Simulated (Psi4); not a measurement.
# One shape, several levels: SnH2F2 (SMILES [F][SnH2][F])

Wanted: a comparison of 5 runs (HF/STO-3G, HF/def2-SVP, HSE06/def2-SVP, TPSSh/def2-SVP, CCSD(T)/def2-SVP) of SnH2F2. The job is set up through a Python script.

Program for the calculation: Psi4 1.11.

## (1) The structure to begin with

The species is SnH2F2 (5 atoms), meant as a singlet with charge 0. SMILES: `[F][SnH2][F]`. The Sn2–F3 distance was set to 2.481 Å, away from the relaxed value.

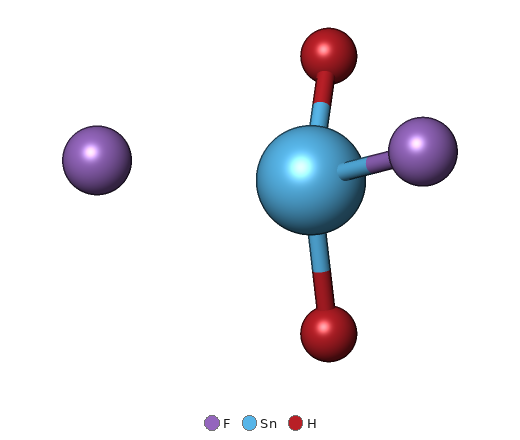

Viewed from a chosen angle; fluorine purple, tin blue, hydrogen red.

## (2) The energy at HF/STO-3G (run 1)

File run.py:

```python
import psi4

psi4.set_memory('2200 MB')
psi4.set_num_threads(1)
psi4.set_output_file('psi4.out', False)

molecule = psi4.geometry("""
0 1
F
Sn 1 1.908777
F 2 2.4815 1 103.28226
H 2 1.692281 1 107.06537 3 -112.82324
H 2 1.69228 4 123.55331 1 124.88985
symmetry c1
no_reorient
no_com
""")

psi4.set_options(dict(basis='STO-3G', puream=True, e_convergence=1e-09, d_convergence=1e-08, scf_type='pk'))

energy_value, wavefunction = psi4.energy('hf', molecule=molecule, return_wfn=True)
print(f'hf energy: {energy_value:.10f} Eh')
```

Command:

```bash
$ python run.py
```

psi4.out:

```text
[...]
  Running in c1 symmetry.
[...]
  Nuclear repulsion =  270.646087947054696
[...]
  Multiplicity = 1
[...]
  Nalpha       = 35
  Nbeta        = 35
[...]
    Number of basis functions: 39
[...]
   @RHF iter   1: -6160.29498213375791   -3.79248e+00   9.97447e-03 ADIIS/DIIS
[...]
   @RHF iter  11: -6160.43482516190124   -1.04592e-10   7.60818e-09 DIIS
[...]
  @RHF Final Energy: -6160.43482516190124
   => Energetics <=
    Nuclear Repulsion Energy =            270.6460879470546956
    One-Electron Energy =               -9066.1352809782474651
    Two-Electron Energy =                2635.0543678692911271
    Total Energy =                      -6160.4348251619021539
[...]
 Multipole Moments:
 ------------------------------------------------------------------------------------
     Multipole            Electronic (a.u.)      Nuclear  (a.u.)        Total (a.u.)
 ------------------------------------------------------------------------------------
 L = 1.  Multiply by 2.5417464519 to convert [e a0] to [Debye]
 Dipole X            :          0.0000773           -0.0000469            0.0000304
 Dipole Y            :          2.6686874           -1.7951946            0.8734928
 Dipole Z            :          1.1250708           -0.6807230            0.4443478
 Magnitude           :                                                    0.9800176
[...]
```

The script printed:

```text
hf energy: -6160.4348251619 Eh
```

Run time: 4.8 s. Hardware: 1 thread of Intel Xeon at 2.50GHz (Skylake/Cascade Lake), shared host; peak memory 0.18 GiB.

## (3) Energy and gradient at HF/def2-SVP (core potential) (run 2)

File job.py:

```python
import psi4

psi4.set_memory('2200 MB')
psi4.set_num_threads(1)
psi4.core.set_output_file('f2h2sn.out', False)

mol = psi4.geometry("""
F      0.064548    -0.711486     1.929268
Sn     0.536948    -0.428386     0.101668
F     -1.231200     1.110700    -0.712400
H      0.320648    -1.902286    -0.701232
H      1.991248     0.436914     0.092868
symmetry c1
no_reorient
no_com
""")

options = {'basis': 'def2-SVP', 'puream': True, 'e_convergence': 1e-09, 'd_convergence': 1e-08, 'scf_type': 'pk'}
psi4.set_options(options)

energy_value, wavefunction = psi4.gradient('scf', return_wfn=True)
psi4.oeprop(wavefunction, 'MULLIKEN_CHARGES', 'DIPOLE', 'MAYER_INDICES')
print('gradient / Eh bohr^-1')
print(energy_value.np.round(6))
print(f'energy = {wavefunction.energy():.10f} Eh')
for k, v in sorted(psi4.core.scalar_variables().items()):
    print(f'{k:45s} {v:18.10f}')
```

Command:

```bash
$ python job.py
```

f2h2sn.out:

```text
[...]
    !!!  WARNING: ECP capability is in beta. Please check occupations closely.  !!!
[...]
  Running in c1 symmetry.
[...]
  Nuclear repulsion =  129.533259418077307
[...]
  Multiplicity = 1
[...]
  Nalpha       = 21
  Nbeta        = 21
[...]
    Number of basis functions: 64
[...]
   @RHF iter   1:  -413.05099528604916   -2.37992e+00   8.69918e-03 ADIIS/DIIS
[...]
   @RHF iter  12:  -413.18129893169856   -7.38964e-13   3.10371e-09 DIIS
[...]
  @RHF Final Energy:  -413.18129893169856
   => Energetics <=
    Nuclear Repulsion Energy =            129.5332594180773071
    One-Electron Energy =                -914.4773887530135426
    Two-Electron Energy =                 371.7628304032376150
    Total Energy =                       -413.1812989316985636
[...]
  -Total Gradient:
     Atom            X                  Y                   Z
    ------   -----------------  -----------------  -----------------
       1        0.000269629977    -0.001635351058     0.004245127674
       2        0.056606205928    -0.047934302491     0.022129934249
       3       -0.064786623547     0.055987770462    -0.028634773631
       4        0.002701032461    -0.004964746930     0.000534325534
       5        0.005209755182    -0.001453369982     0.001725386174
[...]
  Mulliken Charges: (a.u.)
   Center  Symbol    Alpha    Beta     Spin     Total
       1     F     4.78307  4.78307  0.00000 -0.56614
       2    SN    10.31745 10.31745  0.00000  1.36510
       3     F     4.81355  4.81355  0.00000 -0.62709
       4     H     0.54297  0.54297  0.00000 -0.08594
       5     H     0.54297  0.54297  0.00000 -0.08593
   Total alpha = 21.00000, Total beta = 21.00000, Total charge = -0.00000
  Mayer Bond Indices:
[...]
```

The script printed:

```text
gradient / Eh bohr^-1
[[ 0.00027  -0.001635  0.004245]
 [ 0.056606 -0.047934  0.02213 ]
 [-0.064787  0.055988 -0.028635]
 [ 0.002701 -0.004965  0.000534]
 [ 0.00521  -0.001453  0.001725]]
energy = -413.1812989317 Eh
CURRENT ENERGY                                   -413.1812989317
CURRENT REFERENCE ENERGY                         -413.1812989317
DD SOLVATION ENERGY                                 0.0000000000
HF KINETIC ENERGY                                 282.1592476713
HF POTENTIAL ENERGY                              -695.3405466030
HF TOTAL ENERGY                                  -413.1812989317
HF VIRIAL RATIO                                     2.4643549781
NUCLEAR REPULSION ENERGY                          129.5332594181
ONE-ELECTRON ENERGY                              -914.4773887530
PCM POLARIZATION ENERGY                             0.0000000000
PE ENERGY                                           0.0000000000
SCF ITERATION ENERGY                             -413.1812989317
SCF ITERATIONS                                     12.0000000000
SCF TOTAL ENERGY                                 -413.1812989317
TWO-ELECTRON ENERGY                               371.7628304032
```

It took 7.8 s on 1 thread of Intel Xeon at 2.50GHz (Skylake/Cascade Lake), shared host; peak memory 0.22 GiB.

Run 3 isn't shown in full; the table further down has it.

## (4) Energy and forces at TPSSh/def2-SVP (core potential) (run 4)

File job.py:

```python
import psi4

psi4.set_memory(2200000000)
psi4.set_num_threads(1)
psi4.set_output_file('run.log', False)

geom = psi4.geometry("""
F      0.064548    -0.711486     1.929268
Sn     0.536948    -0.428386     0.101668
F     -1.231200     1.110700    -0.712400
H      0.320648    -1.902286    -0.701232
H      1.991248     0.436914     0.092868
symmetry c1
""")

psi4.set_options({
    'basis': 'def2-SVP',
    'puream': True,
    'e_convergence': 1e-09,
    'd_convergence': 1e-08,
    'scf_type': 'pk',
    'dft_radial_points': 99,
    'dft_spherical_points': 590,
})

result, w = psi4.gradient('tpssh', return_wfn=True)
psi4.oeprop(w, 'QUADRUPOLE', 'WIBERG_LOWDIN_INDICES', 'MULLIKEN_CHARGES')
print('gradient / Eh bohr^-1')
print(result.np.round(6))
print(f'energy = {w.energy():.10f} Eh')
```

Command:

```bash
$ python job.py
```

run.log:

```text
[...]
  Running in c1 symmetry.
[...]
  Nuclear repulsion =  129.533259418077279
[...]
  Multiplicity = 1
[...]
  Nalpha       = 21
  Nbeta        = 21
[...]
    Number of basis functions: 64
[...]
   @RKS iter   1:  -414.75132261229948   -1.61581e+00   1.02453e-02 DIIS/ADIIS
[...]
   @RKS iter  11:  -414.91347214367920   -3.38787e-11   9.05347e-09 DIIS
[...]
  @RKS Final Energy:  -414.91347214367920
   => Energetics <=
    Nuclear Repulsion Energy =            129.5332594180772787
    One-Electron Energy =                -914.7334628488016506
    Two-Electron Energy =                 406.1223892881712345
    DFT Exchange-Correlation Energy =     -35.8356580011260064
    Empirical Dispersion Energy =           0.0000000000000000
    VV10 Nonlocal Energy =                  0.0000000000000000
    Total Energy =                       -414.9134721436792006
[...]
  -Total Gradient:
     Atom            X                  Y                   Z
    ------   -----------------  -----------------  -----------------
       1        0.002996894412     0.001596649403    -0.011010958969
       2        0.050335111957    -0.046682175070     0.031631020593
       3       -0.054135874279     0.046771051388    -0.023890472549
       4        0.001958181797     0.001459828073     0.002381721663
       5       -0.001264210531    -0.003053330151     0.000848778841
[...]
  Mulliken Charges: (a.u.)
   Center  Symbol    Alpha    Beta     Spin     Total
       1     F     4.70045  4.70045  0.00000 -0.40089
       2    SN    10.52281 10.52281  0.00000  0.95439
       3     F     4.72370  4.72370  0.00000 -0.44741
       4     H     0.52652  0.52652  0.00000 -0.05304
       5     H     0.52652  0.52652  0.00000 -0.05304
   Total alpha = 21.00000, Total beta = 21.00000, Total charge = -0.00000
  Wiberg Bond Indices using Orthogonal Lowdin Orbitals:
[...]
```

On the terminal:

```text
gradient / Eh bohr^-1
[[ 0.002997  0.001597 -0.011011]
 [ 0.050335 -0.046682  0.031631]
 [-0.054136  0.046771 -0.02389 ]
 [ 0.001958  0.00146   0.002382]
 [-0.001264 -0.003053  0.000849]]
energy = -414.9134721437 Eh
```

Run time: 38 s. Hardware: 1 thread of Intel Xeon at 2.50GHz (Skylake/Cascade Lake), shared host; peak memory 1.2 GiB.

## (5) The energy at CCSD(T)/def2-SVP (core potential) (run 5)

File run.py:

```python
import psi4

psi4.set_memory(2200000000)
psi4.set_num_threads(1)
psi4.core.set_output_file('f2h2sn.out', False)

molecule = psi4.geometry("""
0 1
F      0.064548    -0.711486     1.929268
Sn     0.536948    -0.428386     0.101668
F     -1.231200     1.110700    -0.712400
H      0.320648    -1.902286    -0.701232
H      1.991248     0.436914     0.092868
symmetry c1
""")

psi4.set_options({
    'puream': True,
    'e_convergence': 1e-09,
    'd_convergence': 1e-08,
    'scf_type': 'pk',
    'num_frozen_docc': 6,
})

result, w = psi4.energy('ccsd(t)/def2-SVP', return_wfn=True)
print(f'total energy {result:.8f} hartree = {result * 27.211386:.5f} eV')
```

Command:

```bash
$ python run.py
```

f2h2sn.out:

```text
[...]
    !!!  WARNING: ECP capability is in beta. Please check occupations closely.  !!!
[...]
  Running in c1 symmetry.
[...]
  Nuclear repulsion =  129.533259418077279
[...]
  Multiplicity = 1
[...]
  Nalpha       = 21
  Nbeta        = 21
[...]
    Number of basis functions: 64
[...]
   @RHF iter   1:  -413.04677075661743   -2.48769e+00   8.92680e-03 DIIS/ADIIS
[...]
   @RHF iter  13:  -413.18129893169925   -1.53477e-12   2.27683e-09 DIIS
[...]
  @RHF Final Energy:  -413.18129893169925
   => Energetics <=
    Nuclear Repulsion Energy =            129.5332594180772787
    One-Electron Energy =                -914.4773887465056532
    Two-Electron Energy =                 371.7628303967291572
    Total Energy =                       -413.1812989316992457
[...]
 Multipole Moments:
 ------------------------------------------------------------------------------------
     Multipole            Electronic (a.u.)      Nuclear  (a.u.)        Total (a.u.)
 ------------------------------------------------------------------------------------
 L = 1.  Multiply by 2.5417464519 to convert [e a0] to [Debye]
 Dipole X            :         17.2637570          -15.2592883            2.0044687
 Dipole Y            :         -9.9568735            8.6725599           -1.2843136
 Dipole Z            :         -6.9863349            6.5529611           -0.4333739
 Magnitude           :                                                    2.4197457
[...]
      * MP2 total energy                      = -413.679914877182910
[...]
      * CCSD total energy                     = -413.696273565741649
[...]
      * CCSD(T) total energy                  = -413.706690817215076
```

Standard output:

```text
total energy -413.70669082 hartree = -11257.53245 eV
```

It took 46 s on 1 thread of Intel Xeon at 2.50GHz (Skylake/Cascade Lake), shared host; peak memory 0.29 GiB.

## (6) All runs side by side

```
run                              level      task  core potential   energy (Eh)  dipole moment (D)  HOMO energy (eV)  LUMO energy (eV)  wall time
  1                          HF/STO-3G    energy            none  -6160.434825               2.49             -7.52              6.34      4.8 s
  2       HF/def2-SVP (core potential)  gradient            def2   -413.181299               6.15            -13.06              0.68      7.8 s
  3    HSE06/def2-SVP (core potential)  gradient            def2   -414.819011               5.08             -8.07             -3.11       65 s
  4    TPSSh/def2-SVP (core potential)  gradient            def2   -414.913472               4.83             -7.41             -3.11       38 s
  5  CCSD(T)/def2-SVP (core potential)    energy            def2   -413.706691                  –            -13.06              0.68       46 s
```

## (7) What came out

| quantity | value |
| --- | --- |
| run 5: total energy | -413.70669 Eh |
| run 5: HOMO energy (Hartree–Fock orbitals) | -13.06 eV |
| run 5: LUMO energy (Hartree–Fock orbitals) | 0.68 eV |
| run 5: HOMO–LUMO gap (Hartree–Fock orbitals) | 13.73 eV |
| run 5: correlation energy (6 core orbitals frozen) | -525.4 mEh |
| run 5: (T) correction | -10.42 mEh |
| run 5: T1 diagnostic | 0.019 |

**Reading.** Over runs 1, 2, 3, 4 the dipole moment (its size) runs from 2.49 D (HF/STO-3G) to 6.15 D (HF/def2-SVP). The two ends differ in basis and core potential. Over runs 1, 2, 3, 4 the HOMO–LUMO gap runs from 4.31 eV (TPSSh/def2-SVP) to 13.86 eV (HF/STO-3G). The two ends differ in method and basis and core potential. Totals of different functionals can't be ranked against each other. Some runs of one species differ in core potentials or relativity; totals across that change don't compare. In run 1 the basis is minimal, so the values are rough. In run 1 relativity is left out where basis or elements ask for it. All runs together took 2.7 min, the longest 65 s.
